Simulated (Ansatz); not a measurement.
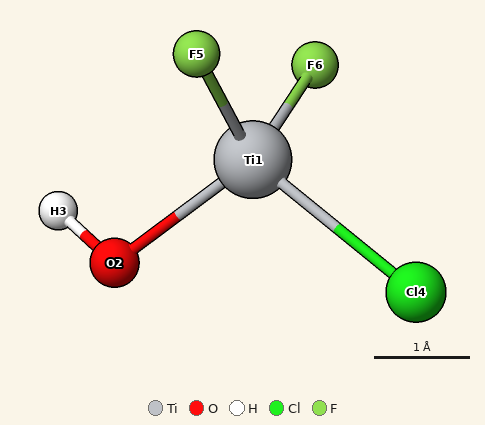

Figure 1. The starting structure (ball-and-stick view, seen at a tilt; atoms are numbered from 1 in the order of the input). Sticks mark near contacts. Bond lengths as drawn: Cl–Ti 2.37 Å, F–Ti 1.83 Å, H–O 1.01 Å and O–Ti 1.92 Å.

**Geometry relaxation of TiHClOF$_{2}$ (part 1 of 2)**

System: TiHClOF$_{2}$.
Method: RKS PBE-D4/def2-SVP (Ansatz 0.2.0).

It belongs to a series of runs on one base structure; here: start relaxed. Figures and captions count atoms from 1; the log counts them from 0 in places.

The input
```yaml
crystal:
  periodic: [false, false, false]
  atoms:
    - { symbol: Ti, position_ang: [0.0, 0.0, 0.0] }
    - { symbol: O, position_ang: [0.0, 0.0, 1.92] }
    - { symbol: H, position_ang: [-0.9095, -0.2814, 2.2571] }
    - { symbol: Cl, position_ang: [2.2349, 0.0, -0.7892] }
    - { symbol: F, position_ang: [-0.8619, 1.4933, -0.6094] }
    - { symbol: F, position_ang: [-0.8619, -1.4933, -0.6094] }
basis:
  gaussian: { orbitals: def2-SVP }
hamiltonian:
  xc: pbe
  dispersion: d4
relax:
  f_tol: 0.02
  max_steps: 40
output:
  orbitals: {}
```

Run on 2 threads of AMD EPYC (Zen 5), 32 GiB of memory available, shared host.

Command:
```bash
ansatz run input.yaml --threads 2 --pin off --max-ram 3072MiB --backend cpu --events-out ev --progress --plain --runs-dir out
```

What the program printed
```
The last accepted step is kept in [file] (removed where the run ends without a failure and the disk answers)
Engine: ansatz 0.2.0, x86_64-unknown-linux-gnu
Functional definition: PBE
  parameter kappa = 0.804
  parameter beta = 0.06672455060314922
  exchange = pbe_x(kappa = kappa, mu = beta*pi^2/3)
  correlation = pbe_c(beta = beta)
1072 factors; their error is unknown
mean field evaluation 1: about -43099.2689 eV, gradient 8.0e1 eV
mean field evaluation 2: about -42529.6702 eV, gradient 4.6e2 eV
mean field evaluation 4: about -43095.8703 eV, gradient 9.7e1 eV
mean field evaluation 8: about -43111.1018 eV, gradient 2.4e0 eV
mean field evaluation 16: about -43111.0741 eV, gradient 6.8e-3 eV
mean field -43111.07413067 eV, -1584.3027525666 hartree, gradient 3.1e-5 eV, S^2 0.000000; 0 other end points of the search recorded, 0 dependent functions left out
the calculation of the forces begins
reference -43111.07423140 eV, -1584.3027562684 hartree; 33, 33 occupied and 63, 63 virtual orbitals, 1072 factors
relax step   1: F+E_penalty+E_count = -43111.20076502 eV  Δ(F+E_penalty+E_count) = +0.000e0 eV  max|allowed force component| = 2.514e0 eV/Å  Δτ_max = 0.0000 Å  (31 SCF iters, accepted)
these checks for a lower state are left out or cut short: starts, cluster_reference, orbital_swaps, neighbouring_geometries, increment
1072 factors; their error is unknown
mean field -43111.65658162 eV, -1584.3241572440 hartree, gradient 1.3e-5 eV, S^2 0.000000; 0 other end points of the search recorded, 0 dependent functions left out
[... from here on the field's lines of each further geometry are left out, up to the last ...]
relax step   2: F+E_penalty+E_count = -43111.79127761 eV  Δ(F+E_penalty+E_count) = -5.905e-1 eV  max|allowed force component| = 9.653e-1 eV/Å  Δτ_max = 0.1571 Å  (38 SCF iters, accepted)
relax step   3: F+E_penalty+E_count = -43111.84633987 eV  Δ(F+E_penalty+E_count) = -5.506e-2 eV  max|allowed force component| = 3.670e-1 eV/Å  Δτ_max = 0.0317 Å  (32 SCF iters, accepted)
relax step   4: F+E_penalty+E_count = -43111.85978161 eV  Δ(F+E_penalty+E_count) = -1.344e-2 eV  max|allowed force component| = 2.199e-1 eV/Å  Δτ_max = 0.0297 Å  (32 SCF iters, accepted)
relax step   5: F+E_penalty+E_count = -43111.87925621 eV  Δ(F+E_penalty+E_count) = -1.947e-2 eV  max|allowed force component| = 4.150e-1 eV/Å  Δτ_max = 0.1105 Å  (32 SCF iters, accepted)
relax step   6: F+E_penalty+E_count = -43111.88854588 eV  Δ(F+E_penalty+E_count) = -9.290e-3 eV  max|allowed force component| = 4.907e-1 eV/Å  Δτ_max = 0.1426 Å  (36 SCF iters, accepted)
relax step   7: F+E_penalty+E_count = -43111.89106011 eV  Δ(F+E_penalty+E_count) = -2.514e-3 eV  max|allowed force component| = 6.633e-2 eV/Å  Δτ_max = 0.0132 Å  (31 SCF iters, accepted)
relax step   8: F+E_penalty+E_count = -43111.89124788 eV  Δ(F+E_penalty+E_count) = -1.878e-4 eV  max|allowed force component| = 4.255e-2 eV/Å  Δτ_max = 0.0101 Å  (31 SCF iters, accepted)
relax step   9: F+E_penalty+E_count = -43111.89134370 eV  Δ(F+E_penalty+E_count) = -9.583e-5 eV  max|allowed force component| = 1.174e-2 eV/Å  Δτ_max = 0.0029 Å  (26 SCF iters, accepted)
relax step  10: F+E_penalty+E_count = -43111.89149610 eV  Δ(F+E_penalty+E_count) = -1.524e-4 eV  max|allowed force component| = 1.341e-2 eV/Å  Δτ_max = 0.0086 Å  (31 SCF iters, accepted)
relax step  11: F+E_penalty+E_count = -43111.89178193 eV  Δ(F+E_penalty+E_count) = -2.858e-4 eV  max|allowed force component| = 1.449e-1 eV/Å  Δτ_max = 0.0428 Å  (31 SCF iters, accepted)
relax step  12: F+E_penalty+E_count = -43111.89382559 eV  Δ(F+E_penalty+E_count) = -2.044e-3 eV  max|allowed force component| = 1.675e-1 eV/Å  Δτ_max = 0.0580 Å  (31 SCF iters, accepted)
relax step  13: F+E_penalty+E_count = -43111.89495970 eV  Δ(F+E_penalty+E_count) = -1.134e-3 eV  max|allowed force component| = 1.313e-1 eV/Å  Δτ_max = 0.0264 Å  (30 SCF iters, accepted)
relax step  14: F+E_penalty+E_count = -43111.89640841 eV  Δ(F+E_penalty+E_count) = -1.449e-3 eV  max|allowed force component| = 1.296e-1 eV/Å  Δτ_max = 0.0320 Å  (31 SCF iters, accepted)
relax step  15: F+E_penalty+E_count = -43111.89651003 eV  Δ(F+E_penalty+E_count) = -1.016e-4 eV  max|allowed force component| = 2.071e-1 eV/Å  Δτ_max = 0.0102 Å  (31 SCF iters, accepted)
relax step  16: F+E_penalty+E_count = -43111.89774443 eV  Δ(F+E_penalty+E_count) = -1.234e-3 eV  max|allowed force component| = 2.830e-1 eV/Å  Δτ_max = 0.0351 Å  (31 SCF iters, accepted)
relax step  17: F+E_penalty+E_count = -43111.89788390 eV  Δ(F+E_penalty+E_count) = -1.395e-4 eV  max|allowed force component| = 3.209e-1 eV/Å  Δτ_max = 0.0091 Å  (31 SCF iters, accepted)
relax step  18: F+E_penalty+E_count = -43111.89986836 eV  Δ(F+E_penalty+E_count) = -1.984e-3 eV  max|allowed force component| = 3.301e-1 eV/Å  Δτ_max = 0.0368 Å  (31 SCF iters, accepted)
relax step  19: F+E_penalty+E_count = -43111.90495715 eV  Δ(F+E_penalty+E_count) = -5.089e-3 eV  max|allowed force component| = 2.103e-2 eV/Å  Δτ_max = 0.0703 Å  (31 SCF iters, accepted)
relax step  20: F+E_penalty+E_count = -43111.90504739 eV  Δ(F+E_penalty+E_count) = -9.024e-5 eV  max|allowed force component| = 2.837e-2 eV/Å  Δτ_max = 0.0047 Å  (31 SCF iters, accepted)
relax step  21: F+E_penalty+E_count = -43111.90604970 eV  Δ(F+E_penalty+E_count) = -1.002e-3 eV  max|allowed force component| = 3.359e-2 eV/Å  Δτ_max = 0.0265 Å  (30 SCF iters, accepted)
relax step  22: F+E_penalty+E_count = -43111.90163420 eV  Δ(F+E_penalty+E_count) = +4.416e-3 eV  max|allowed force component| = 5.540e-1 eV/Å  Δτ_max = 0.1094 Å  (32 SCF iters, rejected (line search))
relax step  23: F+E_penalty+E_count = -43111.90738842 eV  Δ(F+E_penalty+E_count) = -1.339e-3 eV  max|allowed force component| = 1.197e-2 eV/Å  Δτ_max = 0.0537 Å  (31 SCF iters, accepted)
relax step  24: F+E_penalty+E_count = -43111.90738988 eV  Δ(F+E_penalty+E_count) = -1.459e-6 eV  max|allowed force component| = 1.455e-1 eV/Å  Δτ_max = 0.0376 Å  (31 SCF iters, accepted)
relax step  25: F+E_penalty+E_count = -43111.90776897 eV  Δ(F+E_penalty+E_count) = -3.791e-4 eV  max|allowed force component| = 4.622e-2 eV/Å  Δτ_max = 0.0247 Å  (31 SCF iters, accepted)
relax step  26: F+E_penalty+E_count = -43111.90762944 eV  Δ(F+E_penalty+E_count) = +1.395e-4 eV  max|allowed force component| = 6.108e-2 eV/Å  Δτ_max = 0.0180 Å  (32 SCF iters, rejected (line search))
the calculation of the forces begins
reference -43111.77152449 eV, -1584.3283813165 hartree; 33, 33 occupied and 63, 63 virtual orbitals, 1072 factors
relax step  27: F+E_penalty+E_count = -43111.90793340 eV  Δ(F+E_penalty+E_count) = -1.644e-4 eV  max|allowed force component| = 7.692e-3 eV/Å  Δτ_max = 0.0090 Å  (31 SCF iters, accepted)
1072 factors; their error is unknown
mean field evaluation 224: about -43111.7714 eV, gradient 3.0e-5 eV
```

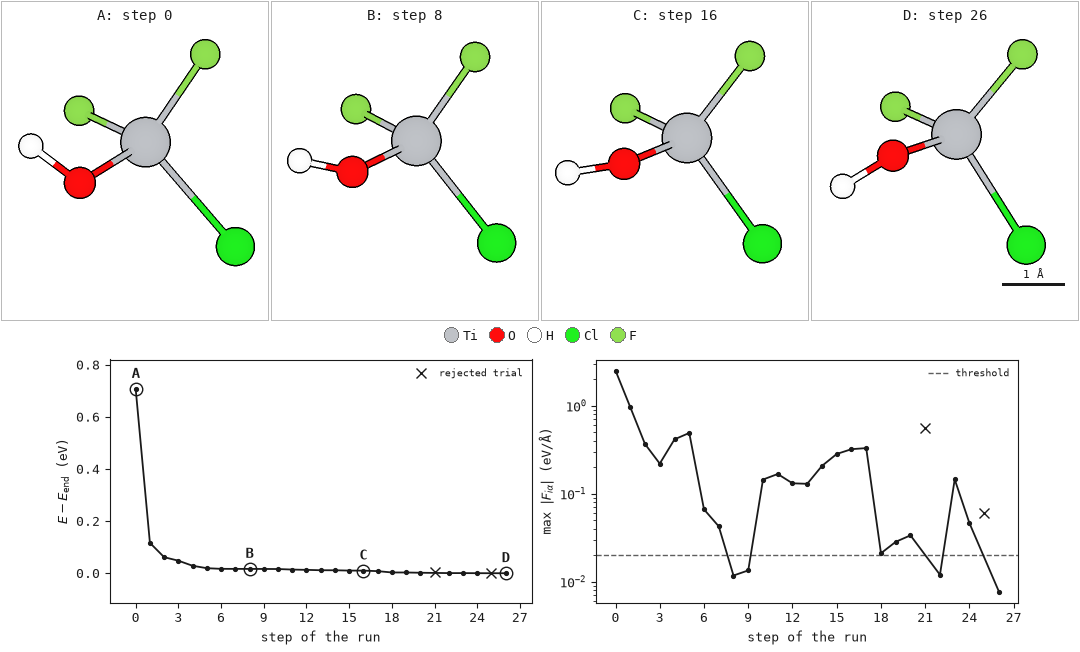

Figure 2. Frames of the relaxation (ball-and-stick view, seen at a tilt) above the curves, on which the letters mark them (the first geometry is step 0 here and step 1 in the log).

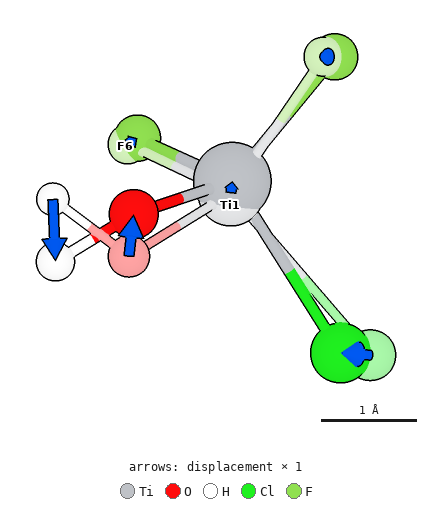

Figure 3. Start (faint) and end (solid) with the displacements as blue arrows, at true length (ball-and-stick view, seen at a tilt). The two geometries are laid on each other by the best rigid fit. H3 moves most after the best rigid fit: 0.66 Å. Largest moves by element: H 0.66 Å, O 0.45 Å, Cl 0.38 Å, F 0.18 Å, Ti 0.13 Å. Distances before and after: Ti1–Cl4 2.370 → 2.205 Å, Ti1–O2 1.920 → 1.768 Å, Ti1–F5 1.829 → 1.748 Å, O2–H3 1.010 → 0.974 Å. Among the angles that change: Ti1–O2–H3 109.5° → 135.1°. The energy falls by 0.707 eV in 26 geometry steps. The largest force component goes from 2.5 to 0.0077 eV/Å. The line search rejected the trial steps at points 21, 25 (counted from 0) and went back. (Atoms are counted from 1 in the order of the input.)

```
mean field -43111.77142119 eV, -1584.3283775207 hartree, gradient 1.0e-5 eV, S^2 0.000000; 1 other end points of the search recorded, 0 dependent functions left out
the calculation of the forces begins
reference -43111.77152449 eV, -1584.3283813165 hartree; 33, 33 occupied and 63, 63 virtual orbitals, 1072 factors
Total energy: -43111.90803669 eV, -1584.3333980475 hartree
Atom 0 at    -0.101225     0.051406    -0.048198 Å, force    -0.002703     0.007692    -0.003589 eV/Å
Atom 1 at    -0.380019     0.146439     1.695081 Å, force    -0.000222    -0.003262     0.001959 eV/Å
Atom 2 at    -0.329681    -0.481886     2.437556 Å, force     0.000322     0.002019    -0.004606 eV/Å
Atom 3 at     2.063962    -0.075195    -0.447013 Å, force     0.000574    -0.000094     0.000880 eV/Å
Atom 4 at    -0.789786     1.472041    -0.797664 Å, force     0.002715    -0.006898     0.003285 eV/Å
Atom 5 at    -0.861651    -1.394204    -0.670663 Å, force    -0.000685     0.000543     0.002072 eV/Å
Dipole moment:    -0.084578    -0.208282     0.460112 e Å
```

Trajectory as extended XYZ (Å, eV, eV/Å), 27 frames, from step=1 to step=27
```
6
Properties=species:S:1:pos:R:3:forces:R:3 step=1 energy=-43111.20077
Ti    0.0000    0.0000    0.0000    0.1060  -0.0161   0.4736
O     0.0000    0.0000    1.9200   -1.3025  -0.3804  -2.5144
H    -0.9095   -0.2814    2.2571    1.1504   0.3367  -0.2074
Cl    2.2349    0.0000   -0.7892   -1.8845   0.0098   0.6960
F    -0.8619    1.4933   -0.6094    0.9640  -1.8482   0.7536
F    -0.8619   -1.4933   -0.6094    0.9666   1.8982   0.7985
6
Properties=species:S:1:pos:R:3:forces:R:3 step=2 energy=-43111.79128
Ti    0.0443   -0.0003   -0.0068   -0.9653   0.0258   0.6329
O     0.0064    0.0050    1.8165   -0.6051  -0.2354  -0.9455
H    -0.8635   -0.2939    2.1860    0.5386   0.1852   0.0189
Cl    2.1083    0.0055   -0.6962    0.2661  -0.0080  -0.0979
F    -0.8354    1.4289   -0.5799    0.3619  -0.5697   0.1931
F    -0.8585   -1.4266   -0.5504    0.4037   0.6022   0.1985
6
Properties=species:S:1:pos:R:3:forces:R:3 step=3 energy=-43111.84634
Ti    0.0253    0.0018    0.0068    0.0360   0.0183  -0.1102
O    -0.0065    0.0005    1.7880   -0.3670  -0.1106  -0.0510
H    -0.8472   -0.2898    2.2032    0.2119   0.0684   0.1821
Cl    2.1009    0.0010   -0.6904    0.1543  -0.0009  -0.0464
F    -0.8278    1.4123   -0.5811   -0.0239   0.0045   0.0101
F    -0.8432   -1.4072   -0.5573   -0.0112   0.0203   0.0153
6
Properties=species:S:1:pos:R:3:forces:R:3 step=4 energy=-43111.85978
Ti    0.0267    0.0020    0.0002    0.1936   0.0324  -0.0239
O    -0.0240   -0.0005    1.7791   -0.2199  -0.0724  -0.0752
H    -0.8413   -0.2906    2.2323    0.1198   0.0387   0.1667
Cl    2.1159    0.0002   -0.6948    0.0027  -0.0006   0.0040
F    -0.8307    1.4071   -0.5843   -0.0470   0.0797  -0.0344
F    -0.8450   -1.3997   -0.5634   -0.0492  -0.0778  -0.0373
6
Properties=species:S:1:pos:R:3:forces:R:3 step=5 energy=-43111.87926
Ti    0.0169    0.0025   -0.0131    0.2073   0.0190   0.0633
O    -0.0643   -0.0057    1.7604   -0.4150  -0.1512   0.1735
H    -0.8093   -0.2908    2.3380    0.3936   0.1449  -0.2070
Cl    2.1212   -0.0018   -0.6897   -0.0847   0.0002   0.0423
F    -0.8245    1.4081   -0.6169   -0.0444   0.0903  -0.0286
F    -0.8384   -1.3936   -0.6097   -0.0567  -0.1032  -0.0434
6
Properties=species:S:1:pos:R:3:forces:R:3 step=6 energy=-43111.88855
Ti   -0.0030   -0.0054   -0.0341   -0.1075   0.0206   0.2079
O    -0.1287   -0.0202    1.7305    0.2808   0.1090  -0.4907
H    -0.7223   -0.2695    2.4490   -0.2475  -0.1122   0.2876
Cl    2.1144   -0.0031   -0.6457    0.0158  -0.0060  -0.0083
F    -0.8211    1.4137   -0.6486    0.0297  -0.0121  -0.0007
F    -0.8378   -1.3969   -0.6820    0.0287   0.0007   0.0042
6
Properties=species:S:1:pos:R:3:forces:R:3 step=7 energy=-43111.89106
Ti   -0.0107   -0.0004   -0.0295    0.0427  -0.0255  -0.0663
O    -0.1325   -0.0151    1.7272   -0.0235   0.0070   0.0476
H    -0.7188   -0.2792    2.4572    0.0162  -0.0037  -0.0131
Cl    2.1074   -0.0071   -0.6473   -0.0082   0.0019   0.0150
F    -0.8151    1.4200   -0.6568   -0.0159   0.0173   0.0035
F    -0.8287   -1.3996   -0.6817   -0.0114   0.0030   0.0134
```
